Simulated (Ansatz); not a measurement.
# GaH5O3: what the fields show

```xyz
9

Ga   -0.4296   -0.1084    0.5123
O     0.3727    1.1492   -1.0160
O     1.3552   -0.4684    0.6648
O    -1.2330   -1.4671   -0.3304
H     0.4395    2.0808   -0.7732
H    -1.1199    0.9054    1.4647
H     1.2304    0.7368   -0.7539
H     1.5776   -1.4006    0.5765
H    -2.1930   -1.4277   -0.3448
```

These are results of Ansatz 0.2.0, RKS r2SCANh-D4/def2-SVP, not measurements.

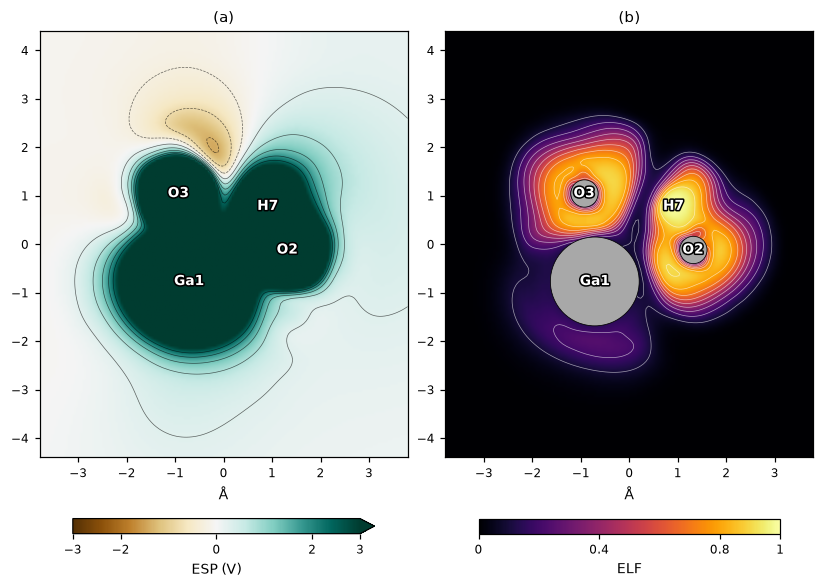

Figure 1. (a) electrostatic potential; (b) ELF on the plane of atoms O2, Ga1 and O3. Grey discs cover the atomic cores in the ELF map.

Interpret the plot.

Answer.
- The section cuts through Ga, O and H sites.
- O–H (0.99 Å): the ELF climbs to about 1 towards the hydrogen, as it does in any bond to H: an ordinary covalent bond to hydrogen.
- The ELF also peaks beside O3, away from the bonds: lone-pair regions.
- Outside the dense part of the molecule the potential is most negative (−1.4 V) near O3.

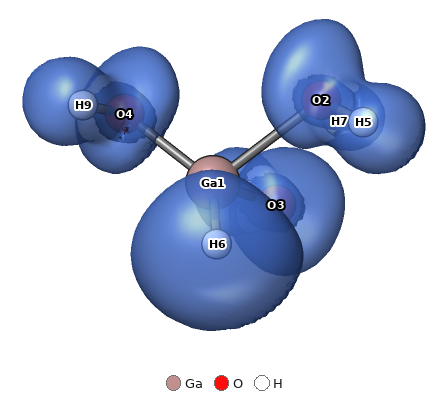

Figure 2. Isosurface of the ELF at 0.75 (blue), seen from one side. Core shells and regions of very low density are left out.

Identify the bonds, lone pairs and shells in this picture.

Answer. At this value the surface marks out one region around a hydrogen nucleus and three joined regions spread over several atoms (H, O), in which their bonds and any lone pairs are merged.


Ga–O (1.79 Å): the ELF peaks at about 0.85 in the valence shell of O, 0.6 Å from its nucleus, and is about 0.25 at the midpoint. O–H (0.96 Å): the ELF climbs to about 1 towards the hydrogen (an ordinary covalent bond to hydrogen).

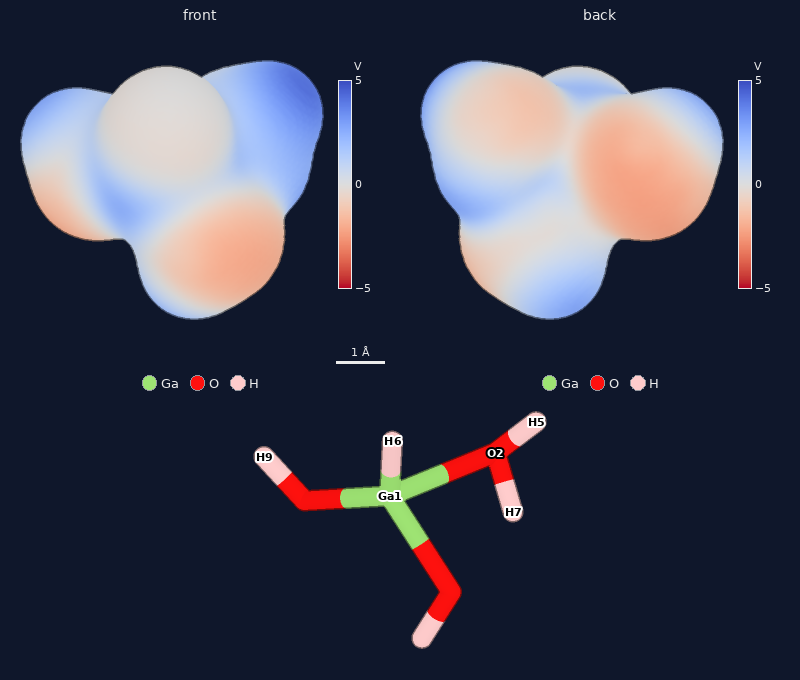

Figure 3. The electrostatic potential painted on the density surface at 0.004 e/bohr³, seen from the front and from behind; red is negative and blue positive. The bare structure is drawn below in the same view.

Which sites attract a positive test charge, and which a negative one?

Answer. A positive charge is drawn to the negative regions and a negative charge to the positive ones. The most negative region (about −2.3 V) lies over O4, the most positive (about +4.0 V) over H5. O4 is the likeliest acceptor of a hydrogen bond.

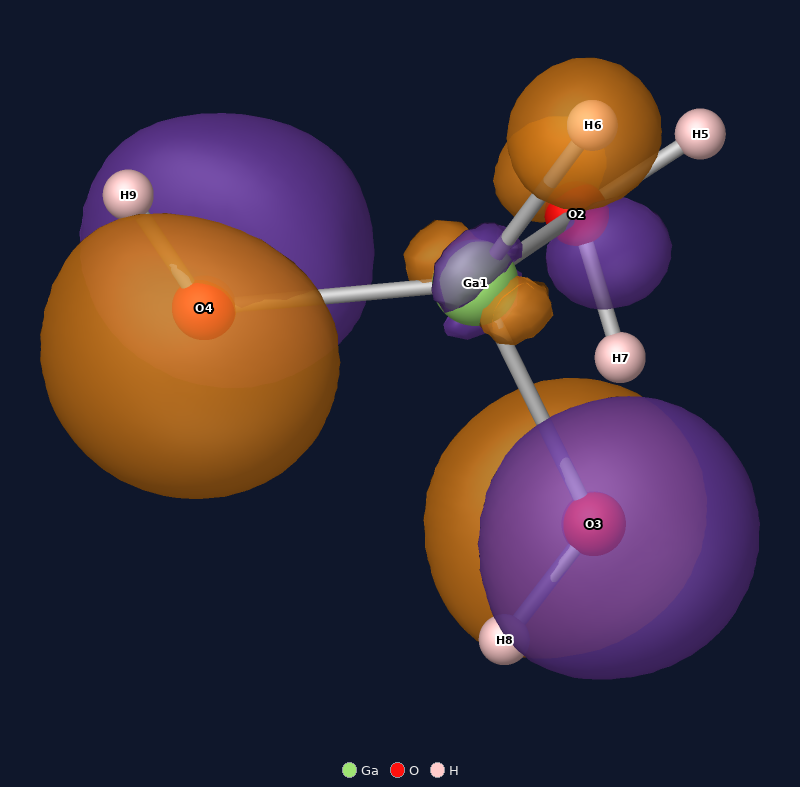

Figure 4. The HOMO at ±0.1 Å⁻³ᐟ² (orange and purple are the two phases), seen at an oblique angle.

Describe this orbital and give its energy.

Answer. Its weight (Hirshfeld) is mainly on O4 (about 45 %), O3 (about 35 %) and Ga1 (about 10 %); largely a combination of lone pairs on O4 and O3. Its energy is −7.27 eV.
